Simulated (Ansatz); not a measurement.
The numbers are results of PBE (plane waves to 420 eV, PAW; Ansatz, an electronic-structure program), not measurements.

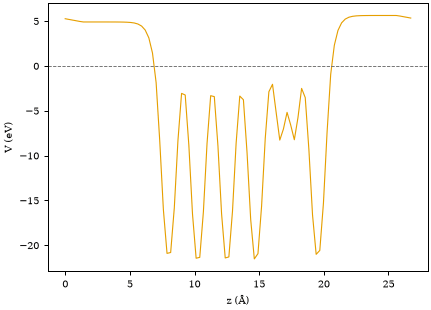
*Electrostatic potential energy of an electron, averaged over planes parallel to the surface, in eV from the Fermi level, for a constructed model of the (110) surface of bcc W, a layer of Sn in place of the second plane (bottom of the slab: a bare face, its two planes held)*

Set-up: 6 atoms, 11.0 Å thick at the start with caps and adatoms (thin: gaps and levels are the slab's own); mesh 14x14x1; 0.1 eV smearing; dipole correction on; 2 atoms held, the rest relaxed; symmetry of the start imposed; no spin, no spin-orbit, no U. It is one candidate, not shown to be the stable structure of the face.

The vacuum level lies 5.63 eV above the Fermi level over the top face and 4.90 eV above it under the bottom face.
